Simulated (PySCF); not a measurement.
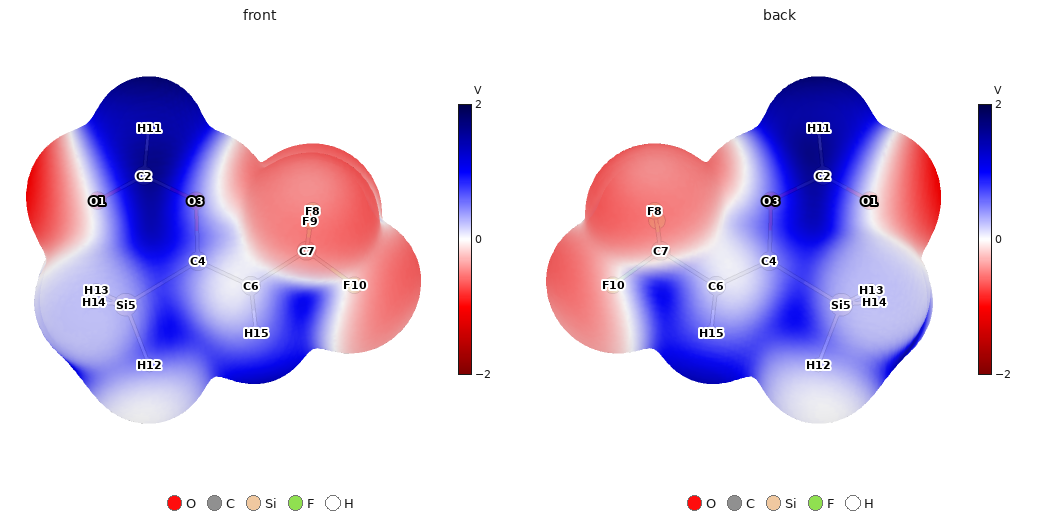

Figure. C₄H₅F₃O₂Si. The electrostatic potential painted on the density surface at 0.002 e/bohr³, seen from the front and from behind; the colour scale runs from red (negative) to blue (positive).

Geometry: GFN2-xTB.

These are results of PBE0/pcSseg-1, SCF density, gas phase, non-relativistic (PySCF), not measurements.

Input file:

```
{"job": {"kind": "nmr", "xc": "PBE0", "basis": "pcSseg-1"}, "charge": 0, "multiplicity": 1}
O     -2.139661     1.510775    -0.573287
C     -1.003555     1.890141    -0.642815
O      0.061457     1.174397    -0.369430
C     -0.136414    -0.133622     0.035494
Si    -1.917612    -0.822377     0.176511
C      0.955900    -0.843193     0.306535
C      2.338008    -0.280534     0.188217
F      2.629963     0.134650    -1.058623
F      2.541086     0.782038     0.989540
F      3.274547    -1.182977     0.514066
H     -0.710807     2.903946    -0.950404
H     -1.634514    -2.197066     0.624914
H     -2.524217    -0.911736    -1.143716
H     -2.628942    -0.149793     1.253692
H      0.890347    -1.866660     0.627393
```

Command:

```sh
OMP_NUM_THREADS=1 python probes_run.py task.json out
```

### Which sites attract a positive test charge, and which a negative one?

A positive charge is drawn to the negative regions and a negative charge to the positive ones. The most negative region (about −1.0 V) lies over O1, the most positive (about +1.7 V) over H11.

### What dipole moment does the calculation give?

Its dipole moment is 1.37 D.
